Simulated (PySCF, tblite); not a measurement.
**C6H12N2Si: geometry, infrared bands and NMR shifts**

Aim: predict the infrared bands and NMR shifts of C6H12N2Si (`N#C[SiH2]CNCC1CC1`).

The runs use tblite 0.8.0 and PySCF 2.14.0, with density-fitted response routines of our own; the level of theory stands in each step. All values are computed, except where a source is named. Atoms are numbered from 0 throughout.

### 1 Starting geometry

21 atoms, charge 0, multiplicity 1; geometry from: force field or distance geometry start.

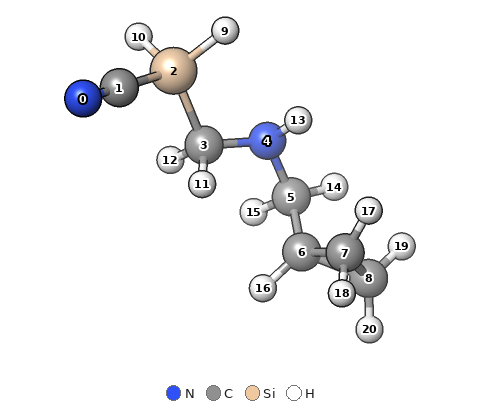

As it starts; nitrogen blue, carbon grey, silicon light orange, hydrogen white, atoms numbered.

### 2 Relaxing the molecule with GFN2-xTB

Job settings and geometry (Å):

```
{"job": {"kind": "relax", "xc": "GFN2-xTB", "basis": "xTB"}, "charge": 0, "multiplicity": 1}
N      4.514600    -1.675100    -1.363500
C      3.915300    -0.786800    -0.917200
Si     3.010600     0.582700    -0.187300
C      1.405100    -0.000100     0.563100
N      0.345400     0.955800     0.502700
C     -0.889000     0.543800     1.098600
C     -1.613100    -0.559900     0.421000
C     -2.113700    -0.512500    -0.967500
C     -3.074400    -0.175500     0.172100
H      2.792300     1.620900    -1.222600
H      3.829500     1.127100     0.902400
H      1.069200    -0.937600     0.024800
H      1.606500    -0.317400     1.629000
H      0.239800     1.379900    -0.450600
H     -1.572400     1.420400     1.311500
H     -0.615400     0.150000     2.140300
H     -1.443300    -1.607800     0.801600
H     -1.873500     0.290900    -1.675800
H     -2.455400    -1.475600    -1.455300
H     -3.293000     0.908900     0.273700
H     -3.793900    -0.914900     0.553300
```

The run is started by

```bash
$ OMP_NUM_THREADS=1 python probes_run.py task.json out
```

The driver reads the jobs from task.json and runs them one after another.

Output:

```text
step      E/eV     max force
  0    -718.81152    3.561
  1    -718.94531    9.493
  2    -719.15946    2.790
  3    -719.33357    1.385
  4    -719.37915    0.549
  5    -719.42963    1.092
  6    -719.45774    0.807
  7    -719.48154    0.345
  8    -719.49825    0.328
  9    -719.51456    0.520
 10    -719.52937    0.407
 11    -719.54371    0.255
 12    -719.55616    0.229
 13    -719.56694    0.309
 14    -719.57759    0.275
 15    -719.58816    0.220
 16    -719.59680    0.178
 17    -719.60335    0.182
 18    -719.60832    0.191
 19    -719.61238    0.159
 20    -719.61620    0.165
 21    -719.61961    0.138
 22    -719.62240    0.111
 23    -719.62455    0.106
 24    -719.62625    0.106
 25    -719.62780    0.099
 26    -719.62929    0.119
 27    -719.63076    0.116
 28    -719.63237    0.098
 29    -719.63426    0.111
 30    -719.63646    0.130
 31    -719.63878    0.102
 32    -719.64075    0.093
 33    -719.64214    0.095
 34    -719.64323    0.084
 35    -719.64420    0.074
 36    -719.64503    0.070
 37    -719.64566    0.051
 38    -719.64614    0.061
 39    -719.64657    0.054
 40    -719.64703    0.047
 41    -719.64753    0.057
 42    -719.64808    0.052
 43    -719.64873    0.067
 44    -719.64960    0.079
 45    -719.65074    0.079
 46    -719.65202    0.097
 47    -719.65313    0.089
 48    -719.65401    0.071
 49    -719.65479    0.073
 50    -719.65559    0.066
 51    -719.65633    0.065
 52    -719.65690    0.050
 53    -719.65732    0.044
 54    -719.65774    0.044
 55    -719.65822    0.058
 56    -719.65871    0.056
 57    -719.65910    0.037
 58    -719.65943    0.038
 59    -719.65979    0.054
 60    -719.66030    0.074
 61    -719.66091    0.072
 62    -719.66143    0.045
 63    -719.66178    0.045
 64    -719.66209    0.050
 65    -719.66249    0.055
 66    -719.66311    0.063
 67    -719.66381    0.056
 68    -719.66448    0.066
 69    -719.66521    0.068
 70    -719.66598    0.054
 71    -719.66664    0.054
 72    -719.66714    0.059
 73    -719.66757    0.058
 74    -719.66809    0.061
 75    -719.66875    0.065
 76    -719.66961    0.086
 77    -719.67060    0.083
 78    -719.67172    0.091
 79    -719.67283    0.084
 80    -719.67389    0.069
 81    -719.67466    0.089
 82    -719.67536    0.074
 83    -719.67591    0.066
 84    -719.67636    0.053
 85    -719.67657    0.058
 86    -719.67675    0.035
 87    -719.67692    0.031
 88    -719.67711    0.029
 89    -719.67726    0.041
 90    -719.67734    0.022
 91    -719.67744    0.027
 92    -719.67761    0.036
 93    -719.67787    0.042
 94    -719.67821    0.071
 95    -719.67856    0.058
 96    -719.67890    0.043
 97    -719.67922    0.034
 98    -719.67949    0.037
 99    -719.67972    0.049
100    -719.67994    0.038
101    -719.68026    0.040
102    -719.68078    0.056
103    -719.68162    0.062
104    -719.68261    0.165
105    -719.68377    0.110
106    -719.68477    0.060
107    -719.68576    0.072
108    -719.68666    0.074
109    -719.68773    0.077
110    -719.68852    0.094
111    -719.68932    0.089
112    -719.69024    0.102
113    -719.69139    0.072
114    -719.69194    0.065
115    -719.69233    0.043
116    -719.69256    0.040
117    -719.69278    0.045
118    -719.69301    0.034
119    -719.69325    0.048
120    -719.69345    0.072
121    -719.69363    0.062
122    -719.69375    0.046
123    -719.69381    0.018
124    -719.69384    0.012
125    -719.69387    0.012
126    -719.69391    0.016
127    -719.69398    0.021
128    -719.69405    0.020
129    -719.69411    0.015
130    -719.69414    0.009
```

It took 1.1 s on 1 thread of Arm Neoverse V1, shared host.

Along the way: (not every step is listed)

```
step  energy from step 0 (eV)  largest force (eV/Å)
   0                   0.0000                3.5615
   1                  -0.1338                9.4926
   2                  -0.3479                2.7898
   3                  -0.5221                1.3852
   4                  -0.5676                0.5485
   5                  -0.6181                1.0923
   6                  -0.6462                0.8072
   7                  -0.6700                0.3450
   8                  -0.6867                0.3278
  19                  -0.8009                0.1590
  30                  -0.8249                0.1299
  41                  -0.8360                0.0567
  52                  -0.8454                0.0496
  63                  -0.8503                0.0449
  74                  -0.8566                0.0605
  85                  -0.8650                0.0584
  96                  -0.8674                0.0428
 107                  -0.8742                0.0722
 118                  -0.8815                0.0336
 125                  -0.8823                0.0122
 126                  -0.8824                0.0163
 127                  -0.8825                0.0213
 128                  -0.8825                0.0201
 129                  -0.8826                0.0148
 130                  -0.8826                0.0095
```

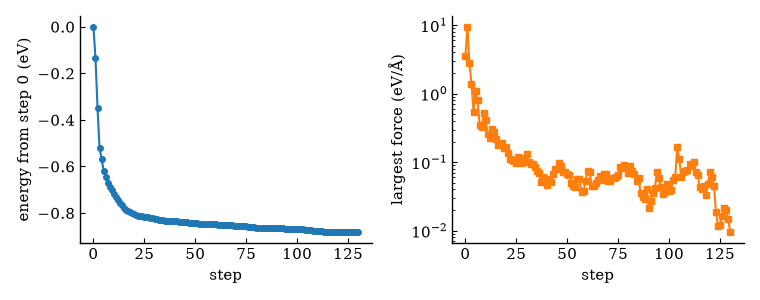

Energy and largest force along the relaxation.

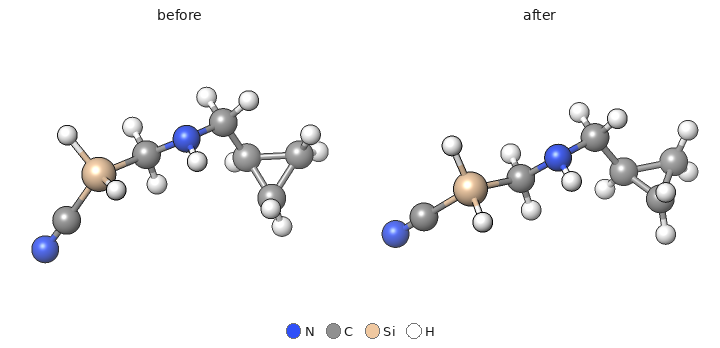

Before and after, at one scale.

Close pairs (by a distance rule), those that changed most:

| bond | before (Å) | after (Å) | change (Å) |
| --- | --- | --- | --- |
| C1–Si2 | 1.796 | 1.870 | +0.074 |
| C7–H18 | 1.132 | 1.080 | -0.053 |
| C5–H15 | 1.147 | 1.095 | -0.052 |
| C6–H16 | 1.128 | 1.084 | -0.044 |
| Si2–C3 | 1.866 | 1.907 | +0.041 |
| C5–H14 | 1.132 | 1.094 | -0.037 |
| C3–H12 | 1.130 | 1.094 | -0.036 |
| C6–C8 | 1.531 | 1.498 | -0.033 |

The next job starts from the end point, and lists it.

### 3 Vibrational analysis with GFN2-xTB

Job settings and geometry (Å):

```
{"job": {"kind": "ir", "xc": "GFN2-xTB", "basis": "xTB"}, "charge": 0, "multiplicity": 1}
N      5.046525    -1.722670    -0.390562
C      4.304253    -0.851345    -0.336956
Si     3.082822     0.562117    -0.246031
C      1.413941    -0.191944     0.284439
N      0.434398     0.882113     0.333945
C     -0.809381     0.558433     1.013474
C     -1.672494    -0.476085     0.316689
C     -2.512293    -0.059976    -0.853877
C     -3.163559    -0.413691     0.448273
H      3.009864     1.121723    -1.600019
H      3.586546     1.516395     0.739326
H      1.114120    -1.025551    -0.369922
H      1.499959    -0.604780     1.294010
H      0.227286     1.199245    -0.608326
H     -1.372195     1.491952     1.111236
H     -0.550773     0.210179     2.019026
H     -1.229846    -1.464733     0.276074
H     -2.498109     0.980498    -1.145556
H     -2.618977    -0.740324    -1.685200
H     -3.586907     0.385136     1.038311
H     -3.714100    -1.339748     0.515879
```

Output:

```text
mode    cm-1     km/mol
  1      28.8      2.28
  2      43.6      1.18
  3      53.7      4.85
  4      72.5      1.95
  5     116.7      3.07
  6     187.8      0.94
  7     225.1      4.73
  8     264.7      6.01
  9     285.2      3.16
 10     342.7      3.32
 11     396.7      4.53
 12     462.8     57.43
 13     506.3      1.88
 14     555.5     12.74
 15     613.7     15.63
 16     708.3    258.42
 17     748.5     33.21
 18     757.4    119.28
 19     774.4    176.62
 20     797.3      3.84
 21     814.9     23.90
 22     855.8     20.15
 23     886.2      9.87
 24     911.7     18.45
 25     992.2      8.48
 26    1018.0      9.67
 27    1049.1      4.71
 28    1073.7      0.48
 29    1077.9      2.06
 30    1107.5     19.13
 31    1119.7     27.21
 32    1152.2     12.02
 33    1158.3      3.04
 34    1188.1      3.85
 35    1244.1     13.92
 36    1251.9      0.52
 37    1292.1      1.09
 38    1313.4     12.65
 39    1388.8      1.14
 40    1413.3     30.47
 41    1442.2      0.18
 42    1471.8      0.71
 43    1476.0      3.85
 44    1493.4      0.16
 45    2234.8    281.94
 46    2283.8    244.65
 47    2350.9     37.03
 48    2826.6     71.12
 49    2941.3     25.29
 50    2949.5     51.92
 51    2951.3     46.93
 52    3039.8     33.70
 53    3078.2     21.09
 54    3088.1      9.79
 55    3088.9     36.23
 56    3105.6     72.56
 57    3360.3     12.73
```

Run time: 0.92 s. Hardware: 1 thread of Arm Neoverse V1, shared host.

Which atoms move in the most intense modes:

| cm⁻¹ | km/mol | atoms |
| --- | --- | --- |
| 463 | 57.4 | H10 32 %, H9 32 %, Si2 14 % |
| 708 | 258.4 | H9 36 %, H10 30 %, Si2 22 % |
| 757 | 119.3 | H9 32 %, H10 29 %, C3 17 % |
| 774 | 176.6 | C3 28 %, Si2 19 %, H11 16 %, H13 10 % |
| 2235 | 281.9 | H9 97 % |
| 2284 | 244.7 | H10 97 % |
| 2827 | 71.1 | H11 92 % |
| 3106 | 72.6 | H20 27 %, H19 27 %, H18 26 % |

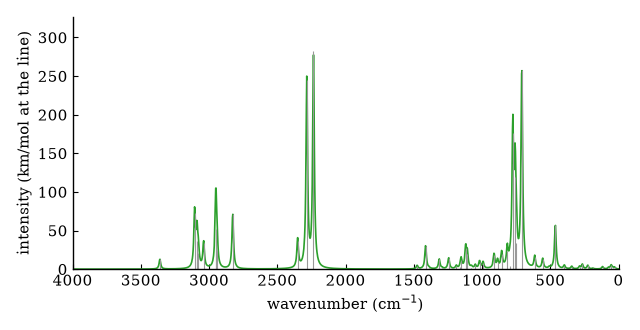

The infrared spectrum from these modes, unscaled. Lines are broadened to a width of 14 cm⁻¹ (Lorentzian).

### 4 Nuclear shieldings: PBE0/pcSseg-1

Settings changed since step 3:

```diff
@@ -1,2 +1,2 @@
-{"job": {"kind": "ir", "xc": "GFN2-xTB", "basis": "xTB"}, "charge": 0, "multiplicity": 1}
+{"job": {"kind": "nmr", "xc": "PBE0", "basis": "pcSseg-1"}, "charge": 0, "multiplicity": 1}
 N      5.046525    -1.722670    -0.390562
```

Method: GIAO PBE0/pcSseg-1 NMR shielding, non-relativistic, gas phase.

Output:

```text
coarse grid: 17704 points
cycle   1  E = -634.1008149875  dE =  1.016e+00  |g| = 5.014e-01  |ddm| = 4.077e+00
cycle   2  E = -634.0022276090  dE =  9.859e-02  |g| = 8.396e-01  |ddm| = 1.038e+00
cycle   3  E = -634.1588439513  dE = -1.566e-01  |g| = 2.049e-01  |ddm| = 6.195e-01
cycle   4  E = -634.1676079907  dE = -8.764e-03  |g| = 4.962e-02  |ddm| = 1.483e-01
cycle   5  E = -634.1681292977  dE = -5.213e-04  |g| = 1.103e-02  |ddm| = 4.247e-02
cycle   6  E = -634.1681531737  dE = -2.388e-05  |g| = 4.114e-03  |ddm| = 1.395e-02
cycle   7  E = -634.1681567047  dE = -3.531e-06  |g| = 8.109e-04  |ddm| = 4.276e-03
final grid: 165624 points
cycle   8  E = -634.2196171230  dE = -4.817e-05  |g| = 9.064e-03  |ddm| = 3.431e-02
cycle   9  E = -634.2196097150  dE =  7.408e-06  |g| = 1.062e-02  |ddm| = 1.755e-02
cycle  10  E = -634.2196379629  dE = -2.825e-05  |g| = 1.366e-03  |ddm| = 9.574e-03
cycle  11  E = -634.2196382957  dE = -3.328e-07  |g| = 6.308e-04  |ddm| = 1.070e-03
cycle  12  E = -634.2196383777  dE = -8.192e-08  |g| = 1.231e-04  |ddm| = 4.140e-04
cycle  13  E = -634.2196383808  dE = -3.176e-09  |g| = 3.638e-05  |ddm| = 1.215e-04
cycle  14  E = -634.2196383811  dE = -2.842e-10  |g| = 8.067e-06  |ddm| = 3.946e-05
converged SCF energy = -634.2196383811

GIAO shielding tensors (ppm)
atom      isotropic    diamagn.    paramagn.     s11        s22        s33       span
  0 N      -96.872     336.629    -433.501   -296.815   -292.710    298.908    595.723
  1 C       63.284     261.100    -197.815    -51.070    -47.834    288.758    339.828
  2 Si     426.185     878.762    -452.577    384.492    431.660    462.403     77.911
  3 C      149.479     252.851    -103.372    126.497    133.759    188.180     61.683
  4 N      222.203     323.916    -101.712    185.050    215.461    266.099     81.050
  5 C      123.982     243.568    -119.586     99.862    120.192    151.892     52.030
  6 C      175.505     247.160     -71.656    138.074    175.255    213.184     75.110
  7 C      182.789     252.062     -69.273    151.202    178.247    218.917     67.715
  8 C      181.868     258.140     -76.272    155.033    177.031    213.539     58.506
  9 H       27.479      28.105      -0.626     23.878     26.526     32.033      8.155
 10 H       27.365      26.955       0.410     23.931     25.794     32.370      8.440
 11 H       28.360      34.757      -6.397     22.485     29.518     33.076     10.591
 12 H       29.363      33.095      -3.733     25.234     29.134     33.719      8.485
 13 H       31.635      38.044      -6.409     23.130     33.161     38.613     15.483
 14 H       29.723      31.953      -2.230     23.163     31.337     34.668     11.505
 15 H       28.512      31.475      -2.963     22.742     29.460     33.333     10.590
 16 H       30.348      33.272      -2.924     23.050     29.935     38.059     15.009
 17 H       31.795      32.183      -0.388     26.966     28.342     40.076     13.110
 18 H       31.282      31.372      -0.090     25.860     26.471     41.515     15.656
 19 H       31.587      31.849      -0.262     25.565     28.809     40.387     14.822
 20 H       31.101      30.917       0.184     25.171     26.564     41.568     16.397
```

Wall time 46 s (1 thread of Arm Neoverse V1, shared host); peak memory 0.97 GiB.

Shifts follow as δ = σ(reference) − σ, with reference shieldings (ppm) from runs at the same level and on the same kind of geometry: ¹H TMS 31.72, ¹³C TMS 186.9, ²⁹Si TMS 349.2, ¹⁵N NH3 267.7. The references are single molecules in the gas phase, so shifts against H2O, NH3, PH3, H3PO4 or CFCl3 are not on the usual liquid scales and can be off by tens of ppm. Atoms listed in one row are averaged.

```
   atoms                                environment  σ (ppm)  δ (ppm)  δ scaled to CDCl3
      C1                             nitrile carbon     63.3    123.6              118.8
      C5                        sp3 CH2 bonded to N    124.0     62.9               59.5
      C3                 sp3 CH2 bonded to N and Si    149.5     37.4               34.6
      C6                 three-membered-ring carbon    175.5     11.4                9.2
  C7, C8                 three-membered-ring carbon    182.3      4.6                2.6
 H9, H10        hydrogen on a silicon bonded to 2 C    27.42     4.30                  –
H11, H12  hydrogen on an sp3 CH2 bonded to N and Si    28.86     2.86               2.80
H14, H15         hydrogen on an sp3 CH2 bonded to N    29.12     2.60               2.56
     H16   hydrogen on a three-membered-ring carbon    30.35     1.37               1.40
H18, H20   hydrogen on a three-membered-ring carbon    31.19     0.53               0.60
     H13              hydrogen on an amine nitrogen    31.63     0.08                  –
H17, H19   hydrogen on a three-membered-ring carbon    31.69     0.03               0.13
      N0                           nitrile nitrogen    -96.9    364.6                  –
      N4                             amine nitrogen    222.2     45.5                  –
     Si2                 silicon bonded to 2 C, 2 H    426.2    -77.0                  –
```

The scaled column applies a straight-line fit of computed shieldings to shifts measured in CDCl3 (root-mean-square error 0.16 ppm for H, 1.9 ppm for C).

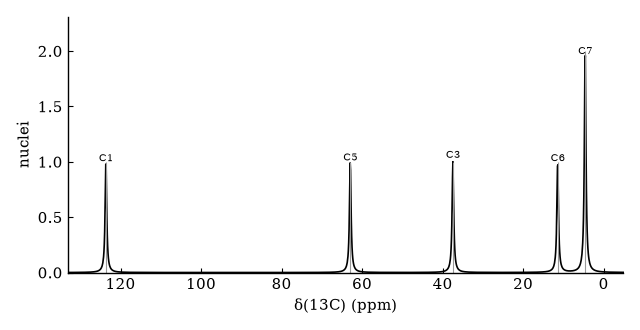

¹³C lines at the computed shifts, without couplings. Lines are broadened to a width of 0.48 ppm (Lorentzian).

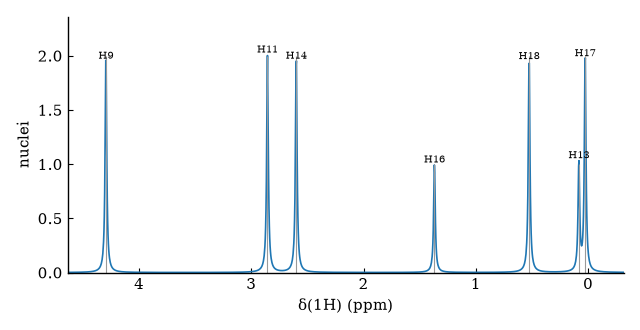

¹H lines at the computed shifts, without couplings. Lines are broadened to a width of 0.02 ppm (Lorentzian).

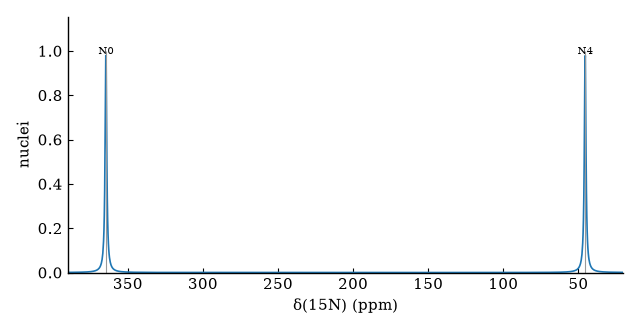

¹⁵N lines at the computed shifts, without couplings. Lines are broadened to a width of 1 ppm (Lorentzian).

Charges from the same density, by scheme (e):

```
 atoms  Mulliken    IAO  Hirshfeld  ESP fit
    N0     -0.21  -0.20      -0.20    -0.41
    C1     -0.21  -0.16      -0.03     0.22
   Si2      0.73   0.77       0.39     0.24
    C3     -0.34  -0.42      -0.11    -0.15
    N4     -0.52  -0.41      -0.17    -0.54
    C5      0.05  -0.14      -0.02    -0.41
    C6     -0.33  -0.16      -0.05     0.08
C7, C8     -0.20  -0.30      -0.09    -0.33
```

ESP fit charges:

N0 -0.41; C1 0.22; Si2 0.24; C3 -0.15; N4 -0.54; C5 -0.41; C6 0.08; C7 -0.19; C8 -0.47; H9 -0.03; H10 -0.02; H11 0.08; H12 0.16; H13 0.35; H14 0.22; H15 0.19; H16 0.11; H17 0.12; H18 0.10; H19 0.17; H20 0.18

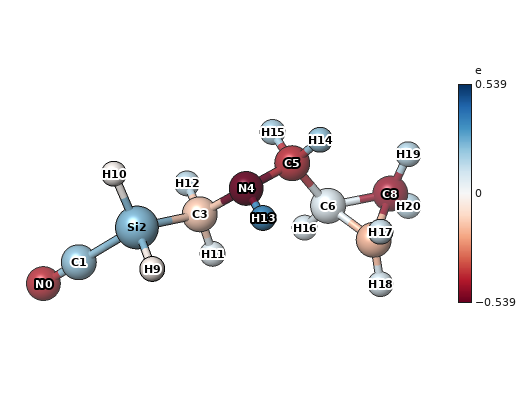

ESP fit charges, as colours on the atoms.

Mayer bond orders: N0–C1 2.94, C1–Si2 0.81, Si2–C3 0.93, C3–N4 0.94, N4–C5 1.00, C5–C6 1.00, C6–C7 0.94, C7–C8 0.98, C8–C6 0.95.

Ring of atoms C6, C7, C8: NICS(0) -44.1, NICS(1) -8.8, NICS(1)zz -22.5 ppm (means of both faces).

In rings of three or four atoms NICS is ruled by the nearby σ bonds, so it says little on aromaticity.

### 5 Summary of results

```
                                                               quantity                                         value
                              strongest single infrared mode (GFN2-xTB)                         2235 cm⁻¹, 282 km/mol
                                           zero-point energy (GFN2-xTB)                                105.0 kcal/mol
¹³C shifts against TMS (PBE0/pcSseg-1, means over atoms taken as alike)              123.6, 62.9, 37.4, 11.4, 4.6 ppm
 ¹H shifts against TMS (PBE0/pcSseg-1, means over atoms taken as alike)  4.30, 2.86, 2.60, 1.37, 0.53, 0.08, 0.03 ppm
                                 ¹⁵N shifts against NH3 (PBE0/pcSseg-1)                               364.6, 45.5 ppm
                                ²⁹Si shifts against TMS (PBE0/pcSseg-1)                                     -77.0 ppm
```

**Reading.** The optimisation took 130 steps and gained 0.883 eV; among the close pairs (by a distance rule), C1–Si2 changed most, from 1.796 to 1.870 Å. All 57 modes are real, so the xTB geometry is a minimum. The strongest single mode, at 2235 cm⁻¹, moves mainly H9. Unscaled tight-binding wavenumbers are off by several per cent, some by more. Its intensities can rank the bands wrongly. At PBE0/pcSseg-1: The largest span, 596 ppm, is at N0, where the paramagnetic term is -434 ppm.
